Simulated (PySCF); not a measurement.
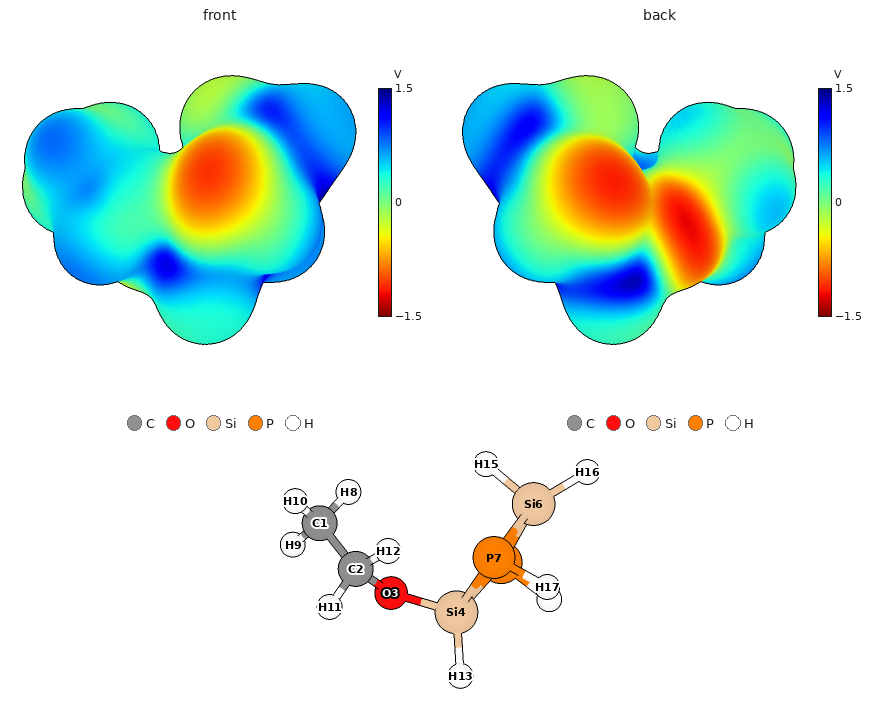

*C₂H₁₀OP₂Si₂ (SMILES CCO[SiH]1P[SiH2]P1). The molecular electrostatic potential painted on the density surface at 0.002 e/bohr³, seen from the front and from behind; red is negative and blue positive. The bare structure is drawn below in the same view.*

Geometry: GFN2-xTB, MD frame at 250 fs, 400 K.

Computed with PySCF, PBE0/pcSseg-1, SCF density, gas phase, non-relativistic.

```yaml
atoms:
  - { symbol: C, position_ang: [-2.5851, 0.5955, 0.0010] }
  - { symbol: C, position_ang: [-1.6916, -0.5956, 0.1072] }
  - { symbol: O, position_ang: [-0.6291, -0.4239, -0.8254] }
  - { symbol: Si, position_ang: [0.8934, -0.8279, -0.5736] }
  - { symbol: P, position_ang: [1.9713, 1.1022, -0.9876] }
  - { symbol: Si, position_ang: [2.1919, 1.2505, 1.3151] }
  - { symbol: P, position_ang: [1.2329, -0.7876, 1.7658] }
  - { symbol: H, position_ang: [-1.9679, 1.5440, 0.1115] }
  - { symbol: H, position_ang: [-2.9731, 0.6383, -1.0760] }
  - { symbol: H, position_ang: [-3.3538, 0.5305, 0.7845] }
  - { symbol: H, position_ang: [-2.1923, -1.5673, -0.2156] }
  - { symbol: H, position_ang: [-1.1543, -0.6603, 1.1193] }
  - { symbol: H, position_ang: [1.1786, -2.2279, -1.0946] }
  - { symbol: H, position_ang: [3.2135, 0.5016, -1.2541] }
  - { symbol: H, position_ang: [1.0206, 2.1825, 1.2615] }
  - { symbol: H, position_ang: [3.2484, 1.8176, 2.1495] }
  - { symbol: H, position_ang: [2.5332, -1.3551, 1.7637] }
```

> Describe the electrostatic potential map.

The most negative region (about −1.2 V) lies over O3 and P5, the most positive (about +1.3 V) over Si4 and Si6.
